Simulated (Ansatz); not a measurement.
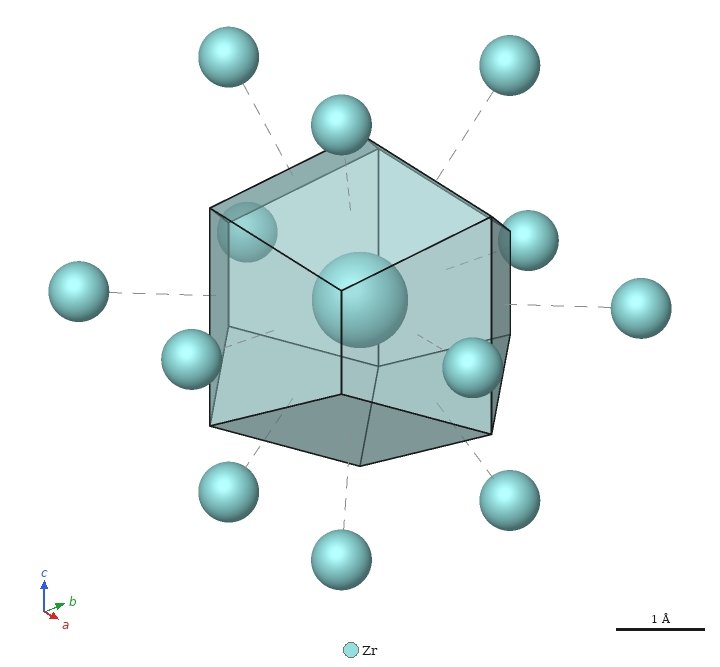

Voronoi–Dirichlet polyhedron, computed geometrically; every face belongs to one neighbour and no atomic radii are used. Central atom: Zr (2c) in Zr; faces take the colour of the neighbour behind them. Source: a calculation's input that goes back to an entry of the Crystallography Open Database (an earlier step may have relaxed or displaced it).

Zr, space group P6_3/mmc (No. 194), a = 3.232 Å, b = 3.232 Å, c = 5.147 Å, α = 90.00°, β = 90.00°, γ = 120.00°

```tsv
site	Wyckoff	x	y	z
Zr	2c	0.3333	0.6667	0.2500
```

### Give the Voronoi index ⟨n3,n4,n5,n6,…⟩ (numbers of faces with 3, 4, 5, 6 … edges).

12 faces, index ⟨0,12,0,0⟩: a twelve-faced cell of four-edged faces, as in close packing.

### What is the volume of this Voronoi cell?

23.3 Å³, equal to the mean volume per atom.
